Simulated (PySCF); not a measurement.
Se(H)(F), SMILES F[SeH] (HFSe) at its CAM-B3LYP/def2-SVP optimised geometry (Å):

```
3

Se    -0.8200    -0.7349     0.0000
H     -0.9429     0.7349     0.0000
F      0.9429    -0.7349     0.0000
```

Computed with CAM-B3LYP/def2-TZVP run with PySCF. Cells within 0.4 Å of a nucleus heavier than hydrogen are left out (blank, or x).

Map of the log10 of the electron density (e/bohr³), floored at −4 on the plane z = 0.0 Å:

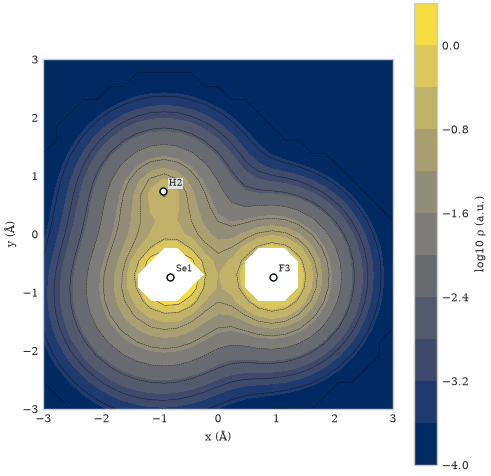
Figure: Log10 of the electron density (e/bohr³), floored at −4 on the plane z = 0.0 Å.
